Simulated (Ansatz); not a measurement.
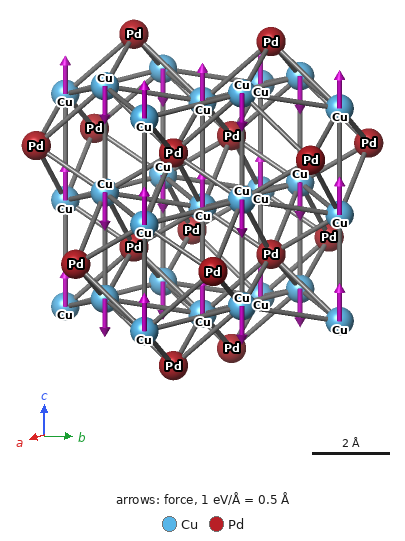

Starting geometry of a crystal of Cu2Pd (built on the tetragonal zirconia_137 type) (coarse preliminary run) with the computed forces as purple arrows. The picture is a ball-and-stick view of the atoms within 5.0 Å of the atom that moves most (axes of the cell of the calculation), seen slightly off an axis.

Case: tetragonal zirconia type (P4_2/nmc, No. 137).

Theory: DFT PBE, scalar-relativistic, plane waves, PAW in Ansatz 0.2.0. (plane-wave cutoff 420 eV; k-point mesh 4 × 4 × 4; occupations gaussian; smearing width 0.1 eV; no spin polarisation; cell and atoms relaxed; force threshold 0.04 eV/Å; at most 70 steps)

Is this structure relaxed? If not, where do the atoms go?

It isn't relaxed: the largest force vector, on Cu atoms, is 2.03 eV/Å. The atoms end up moving mostly along the starting forces (cosine between the two patterns 1.00). Over 7 accepted moves (8 points after the start) the energy falls by 288 meV per atom. The largest force component goes from 2 to 0.00097 eV/Å. The pressure goes from 24.39 to 0.25 GPa. At 1 point the geometry stayed and the basis and grid were re-selected for the new cell (energy shift of 2.5 meV per atom at most each time). The largest moves relative to the cell, 0.26 Å, are those of Cu atoms. Pd stays in place. The volume changes by +13.5 %, with a = b 3.895 → 4.219 Å (+8.3 %), c 5.607 → 5.422 Å (−3.3 %). Among the contacts that change: Cu–Pd 2.255 → 2.507 Å, Cu–Cu 2.804 → 2.983 Å, Cu–Cu 2.803 → 2.711 Å, Cu–Pd 2.562 → 2.507 Å. The space group (tolerance 0.01 Å) goes from P4_2/nmc (No. 137) to I4/mmm (No. 139). Cost: 84 s on 1 thread of Arm Neoverse V1 (shared host), peak memory 0.41 GiB.

Limits of the set-up: the k-point mesh is coarse for a cell with partly filled bands.
